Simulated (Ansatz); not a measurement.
**C₃H₇AlB₂: nudged elastic band (part 2 of 2)**

Continued. System: C₃H₇AlB₂. Method: RKS r2SCAN/cc-pVDZ (Ansatz 0.2.0). It belongs to a series of runs on one base structure; here: band between the two ends.

Geometry of the input (Å):
```
B  -2.4176  0.0235  0.4828
C  -1.9657  1.4260  0.6138
C  -1.0721  2.4037  0.5027
Al -0.2078  0.8139  -0.1320
B  1.2573  -0.4368  -0.9472
C  2.2471  -1.3234  -0.1345
H  -3.0338  -0.3139  -0.5046
H  -2.3396  -0.7167  1.4397
H  -1.1345  3.4669  0.7455
H  1.2560  -0.5242  -2.1561
H  1.8233  -2.3490  -0.2104
H  3.2361  -1.3987  -0.6197
H  2.3719  -1.1059  0.9349
```

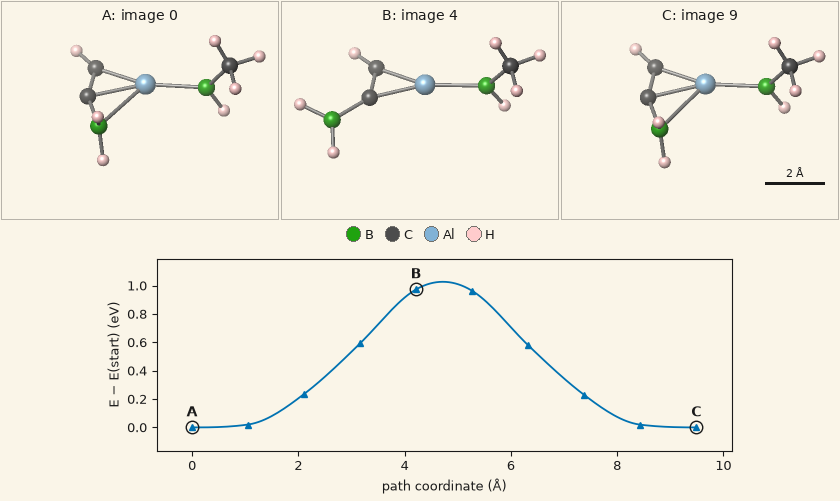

Figure 1. Images of the last band (counted from 0; ball-and-stick, seen at a tilt) above the energy along the path; the line is a cubic interpolation that uses the forces. The highest image is number 4, 0.974 eV above the start and 0.974 eV above the end; start and end have the same energy. The path is 9.49 Å long. The band converged in 42 iterations.

```
Total energy: -11167.63475692 eV, -410.4030076219 hartree
Atom 0 at    -3.293554     0.412422     0.713101 Å, force     0.007656    -0.001723     0.011950 eV/Å
Atom 1 at    -1.807248     0.716521     0.444649 Å, force    -0.009311     0.001909     0.019175 eV/Å
Atom 2 at    -1.044396     1.843407     0.594910 Å, force    -0.006759     0.004450    -0.029733 eV/Å
Atom 3 at     0.006071     0.447188    -0.172306 Å, force     0.005856     0.000623     0.017386 eV/Å
Atom 4 at     1.723471    -0.400807    -1.032232 Å, force     0.002991    -0.004845     0.015837 eV/Å
Atom 5 at     2.744841    -1.346051    -0.330229 Å, force    -0.001114    -0.007191     0.003645 eV/Å
Atom 6 at    -3.872900    -0.478499     0.140581 Å, force    -0.034080     0.054949    -0.126894 eV/Å
Atom 7 at    -3.905952     1.075196     1.521484 Å, force     0.039417    -0.067418     0.149763 eV/Å
Atom 8 at    -1.370067     2.832252     0.958943 Å, force    -0.021417     0.030718    -0.077674 eV/Å
Atom 9 at     1.882527    -0.177159    -2.216016 Å, force    -0.006699    -0.003197     0.010671 eV/Å
Atom 10 at     2.444112    -2.358944    -0.681344 Å, force     0.007071    -0.001197     0.002996 eV/Å
Atom 11 at     3.778363    -1.221787    -0.695125 Å, force     0.006312    -0.001670    -0.000991 eV/Å
Atom 12 at     2.735332    -1.378540     0.768387 Å, force     0.010077    -0.005407     0.003869 eV/Å
Dipole moment:     0.447557    -0.158218    -0.057531 e Å
this run last wrote the band of iteration 42 to [file]
```

The last band as extended XYZ (Å, eV, eV/Å):
```
13
Properties=species:S:1:pos:R:3:forces:R:3 image=0 energy=-11168.60890
B    -2.4176    0.0235    0.4828    0.0000   0.0037   0.0086
C    -1.9657    1.4260    0.6138    0.0015  -0.0149  -0.0027
C    -1.0721    2.4037    0.5027    0.0059   0.0094  -0.0043
Al   -0.2078    0.8139   -0.1320   -0.0071   0.0040  -0.0001
B     1.2573   -0.4368   -0.9472   -0.0020  -0.0085   0.0079
C     2.2471   -1.3234   -0.1345    0.0090  -0.0006  -0.0145
H    -3.0338   -0.3139   -0.5046    0.0043   0.0010  -0.0003
H    -2.3396   -0.7167    1.4397   -0.0030   0.0031  -0.0036
H    -1.1345    3.4669    0.7455   -0.0020  -0.0051   0.0024
H     1.2560   -0.5242   -2.1561    0.0023   0.0012  -0.0040
H     1.8233   -2.3490   -0.2104   -0.0016   0.0061  -0.0012
H     3.2361   -1.3987   -0.6197   -0.0078  -0.0009   0.0046
H     2.3719   -1.1059    0.9349    0.0005   0.0015   0.0073
13
Properties=species:S:1:pos:R:3:forces:R:3 image=1 energy=-11168.58851
B    -2.6768    0.1312    0.5533    0.0218  -0.0094  -0.0067
C    -2.0034    1.4517    0.6005    0.0010   0.0137   0.0051
C    -0.9683    2.2653    0.4515   -0.0017   0.0091   0.0033
Al   -0.3663    0.4974   -0.0526   -0.0078   0.0029  -0.0013
B     1.2676   -0.5157   -0.8931   -0.0129  -0.0037   0.0005
C     2.3898   -1.3194   -0.1719   -0.0112   0.0030   0.0033
H    -3.3303   -0.1667   -0.4229    0.0214  -0.0039  -0.0075
H    -2.7639   -0.5213    1.5708    0.0306  -0.0216  -0.0112
H    -0.8709    3.3405    0.6136    0.0059   0.0080   0.0042
H     1.2988   -0.4605   -2.1051   -0.0139  -0.0099  -0.0030
H     2.2213   -2.3808   -0.4542   -0.0088   0.0011   0.0066
H     3.3819   -1.0856   -0.5993   -0.0115   0.0032   0.0037
H     2.4410   -1.2709    0.9242   -0.0130   0.0075   0.0030
13
Properties=species:S:1:pos:R:3:forces:R:3 image=2 energy=-11168.37285
B    -3.0191    0.2566    0.6566    0.0624  -0.0356  -0.0216
C    -1.9868    1.2951    0.5336   -0.0167   0.0919   0.0119
C    -0.9470    2.1231    0.4345    0.0100   0.0463  -0.0231
Al   -0.2479    0.4152   -0.0195   -0.0716  -0.0116   0.0220
B     1.4508   -0.4995   -0.8839   -0.0542  -0.0129   0.0275
C     2.5799   -1.3622   -0.2464   -0.0387   0.0057   0.0156
H    -3.6844   -0.0832   -0.2936    0.0638   0.0130  -0.0391
H    -3.2667   -0.1679    1.7624    0.1223  -0.1684  -0.0212
H    -0.9560    3.2086    0.5708    0.0769   0.0498  -0.0241
H     1.5216   -0.2770   -2.0771   -0.0673  -0.0143   0.0179
H     2.3548   -2.3944   -0.5971   -0.0171   0.0024   0.0136
H     3.5746   -1.1450   -0.6747   -0.0446   0.0269   0.0069
H     2.6470   -1.4041    0.8491   -0.0251   0.0068   0.0137
13
Properties=species:S:1:pos:R:3:forces:R:3 image=3 energy=-11168.01528
B    -3.2443    0.3746    0.7077    0.0232  -0.0242  -0.0012
C    -1.8922    0.9619    0.4719   -0.0376   0.1071   0.0105
C    -0.9915    1.9724    0.5059    0.0128   0.0389  -0.0425
Al   -0.0427    0.4602   -0.0810   -0.0174   0.0063   0.0365
B     1.6424   -0.4507   -0.9561   -0.0286  -0.0165   0.0315
C     2.7046   -1.3813   -0.3017   -0.0186  -0.0096   0.0132
H    -3.8943   -0.1384   -0.1690   -0.0087   0.1219  -0.1139
H    -3.6818    0.3846    1.8344    0.0871  -0.2813   0.1217
H    -1.2186    3.0273    0.7074    0.0493   0.0731  -0.1080
H     1.7654   -0.1934   -2.1384   -0.0477  -0.0095   0.0280
H     2.4225   -2.3940   -0.6685    0.0013  -0.0076   0.0112
H     3.7240   -1.2218   -0.6930   -0.0177   0.0121   0.0002
H     2.7271   -1.4364    0.7952    0.0027  -0.0108   0.0129
13
Properties=species:S:1:pos:R:3:forces:R:3 image=4 energy=-11167.63474
B    -3.2936    0.4124    0.7131    0.0077  -0.0017   0.0120
C    -1.8072    0.7165    0.4446   -0.0093   0.0019   0.0192
C    -1.0444    1.8434    0.5949   -0.0068   0.0044  -0.0297
Al    0.0061    0.4472   -0.1723    0.0059   0.0006   0.0174
B     1.7235   -0.4008   -1.0322    0.0030  -0.0048   0.0158
C     2.7448   -1.3461   -0.3302   -0.0011  -0.0072   0.0036
H    -3.8729   -0.4785    0.1406   -0.0341   0.0549  -0.1269
H    -3.9060    1.0752    1.5215    0.0394  -0.0674   0.1498
H    -1.3701    2.8323    0.9589   -0.0214   0.0307  -0.0777
H     1.8825   -0.1772   -2.2160   -0.0067  -0.0032   0.0107
H     2.4441   -2.3589   -0.6813    0.0071  -0.0012   0.0030
H     3.7784   -1.2218   -0.6951    0.0063  -0.0017  -0.0010
H     2.7353   -1.3785    0.7684    0.0101  -0.0054   0.0039
13
Properties=species:S:1:pos:R:3:forces:R:3 image=5 energy=-11167.64575
B    -3.2878    0.3962    0.7364   -0.0114   0.0001  -0.0132
C    -1.8271    0.7295    0.3868    0.0136   0.0064  -0.0223
C    -1.0276    1.8175    0.6122    0.0020  -0.0063   0.0335
Al   -0.0222    0.4524   -0.2599   -0.0007  -0.0005  -0.0170
B     1.6893   -0.4194   -1.1137   -0.0040   0.0035  -0.0130
C     2.7372   -1.2854   -0.3446   -0.0105   0.0020  -0.0038
H    -3.6664   -0.7433    0.8577    0.0465  -0.0491   0.1434
H    -4.0917    1.2886    0.8900   -0.0522   0.0565  -0.1702
H    -1.2925    2.7453    1.1459    0.0311  -0.0263   0.0875
H     1.8388   -0.2896   -2.3104    0.0043  -0.0026  -0.0150
H     2.4626   -2.3315   -0.6083   -0.0023   0.0048  -0.0040
H     3.7639   -1.1647   -0.7308   -0.0047   0.0045  -0.0002
H     2.7439   -1.2304    0.7536   -0.0117   0.0068  -0.0058
13
Properties=species:S:1:pos:R:3:forces:R:3 image=6 energy=-11168.03010
B    -3.2405    0.3211    0.7055    0.0167  -0.0163  -0.0217
C    -1.8771    0.8955    0.5149   -0.0172   0.0696   0.0624
C    -0.9538    1.8830    0.5828    0.0451   0.0192   0.0448
Al   -0.1071    0.4563   -0.2993   -0.0208   0.0125   0.0013
B     1.5874   -0.4910   -1.1290   -0.0381  -0.0028  -0.0117
C     2.6888   -1.2200   -0.2937   -0.0338  -0.0061  -0.0032
H    -3.4448   -0.6664    1.3670    0.0710   0.0367   0.1413
H    -4.1688    0.8523    0.1425   -0.0227  -0.1546  -0.2742
H    -1.0719    2.8323    1.1210    0.1107   0.0126   0.0838
H     1.7220   -0.4600   -2.3330   -0.0351  -0.0035  -0.0087
H     2.4747   -2.3014   -0.4482   -0.0132   0.0070  -0.0042
H     3.7024   -1.0803   -0.7088   -0.0310   0.0180  -0.0059
H     2.7094   -1.0562    0.7933   -0.0315   0.0078  -0.0041
13
Properties=species:S:1:pos:R:3:forces:R:3 image=7 energy=-11168.38023
B    -3.0389    0.2114    0.5455    0.0603  -0.0348  -0.0318
C    -1.9535    1.1985    0.6222   -0.0131   0.0821   0.0486
C    -0.8958    2.0082    0.5705    0.0269   0.0365   0.0320
Al   -0.3041    0.3883   -0.2279   -0.0618  -0.0182   0.0299
B     1.4175   -0.5446   -1.0346   -0.0555   0.0001   0.0118
C     2.5629   -1.1951   -0.1948   -0.0333   0.0036  -0.0012
H    -3.1960   -0.6195    1.4090    0.0742   0.0012   0.0091
H    -3.8468    0.3278   -0.3480    0.0969  -0.1419  -0.1207
H    -0.8243    3.0227    0.9732    0.0829   0.0422   0.0089
H     1.5329   -0.5413   -2.2418   -0.0632   0.0120   0.0161
H     2.4143   -2.2914   -0.3110   -0.0270   0.0007  -0.0054
H     3.5602   -1.0087   -0.6323   -0.0514   0.0202  -0.0030
H     2.5921   -0.9911    0.8848   -0.0359  -0.0037   0.0055
13
Properties=species:S:1:pos:R:3:forces:R:3 image=8 energy=-11168.58951
B    -2.6896    0.1191    0.4793    0.0181  -0.0068  -0.0051
C    -1.9839    1.4131    0.6471   -0.0012   0.0106   0.0017
C    -0.9312    2.2121    0.5507   -0.0030   0.0097   0.0033
Al   -0.3849    0.4824   -0.1217   -0.0047   0.0041   0.0055
B     1.2536   -0.5318   -0.9535   -0.0086   0.0027   0.0037
C     2.3826   -1.2523   -0.1562   -0.0090  -0.0016   0.0019
H    -2.7734   -0.6405    1.4197    0.0220  -0.0046  -0.0021
H    -3.3703   -0.0522   -0.5089    0.0249  -0.0200  -0.0093
H    -0.7993    3.2627    0.8166    0.0002   0.0106  -0.0024
H     1.2977   -0.5592   -2.1649   -0.0105   0.0040   0.0037
H     2.2114   -2.3389   -0.3143   -0.0102  -0.0014  -0.0038
H     3.3739   -1.0665   -0.6072   -0.0092  -0.0009   0.0013
H     2.4343   -1.0829    0.9282   -0.0086  -0.0063   0.0017
13
Properties=species:S:1:pos:R:3:forces:R:3 image=9 energy=-11168.60895
B    -2.4224    0.0239    0.4832   -0.0023  -0.0058  -0.0016
C    -1.9656    1.4243    0.6146   -0.0050  -0.0007   0.0017
C    -1.0706    2.4007    0.5035    0.0104  -0.0016  -0.0055
Al   -0.2097    0.8087   -0.1315   -0.0042   0.0038   0.0012
B     1.2606   -0.4356   -0.9479    0.0017  -0.0003   0.0013
C     2.2509   -1.3215   -0.1355    0.0025  -0.0007  -0.0017
H    -2.3496   -0.7176    1.4392    0.0011   0.0022   0.0006
H    -3.0372   -0.3109   -0.5060    0.0027   0.0016   0.0009
H    -1.1319    3.4638    0.7460   -0.0024   0.0001   0.0023
H     1.2622   -0.5190   -2.1571   -0.0004   0.0001  -0.0001
H     1.8166   -2.3434   -0.2032   -0.0004   0.0013   0.0002
H     3.2371   -1.4084   -0.6233   -0.0031   0.0001   0.0008
H     2.3804   -1.0996    0.9328   -0.0007  -0.0001   0.0001
```

Key numbers:

```json
{"quantity": "outcome", "value": "converged"}
{"quantity": "barrier, forward", "value": "0.974 eV"}
{"quantity": "barrier, backward", "value": "0.974 eV"}
{"quantity": "hardware", "value": "2 threads of Intel Xeon (Granite Rapids), 16 GiB of memory available, shared host"}
{"quantity": "wall time", "value": "12 min (CPU time 23 min)"}
{"quantity": "peak memory", "value": "0.21 GiB"}
```

The order of the saddle point was not checked.
